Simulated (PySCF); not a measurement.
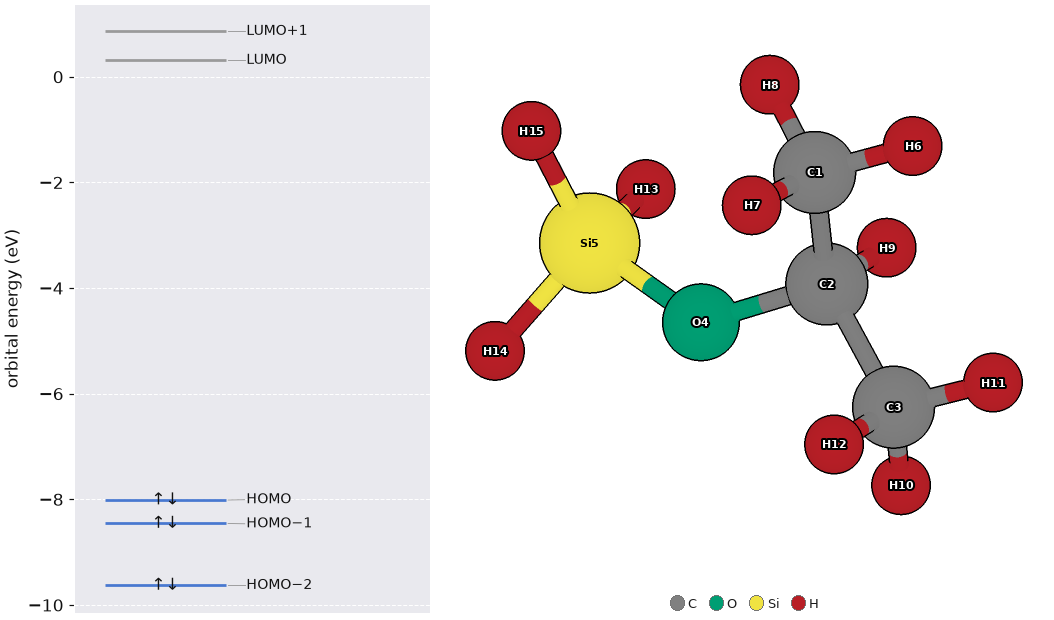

C₃H₁₀OSi, SMILES CC(C)O[SiH3]. Kohn-Sham orbital energies near the frontier, PBE0/def2-SVPD in PySCF 2.14.0, at a GFN2-xTB geometry (no frequency check), isolated molecule; empty levels in grey, levels within 0.03 eV side by side.

> Where do the frontier orbitals lie?

HOMO at −8.01 eV, LUMO at 0.31 eV, 8.33 eV apart.

> How far below the HOMO does the next level lie?

0.44 eV.

Note: the tight-binding geometry is rougher than a DFT one and adds to the error; one conformer of a flexible molecule; empty levels above zero depend strongly on the basis.
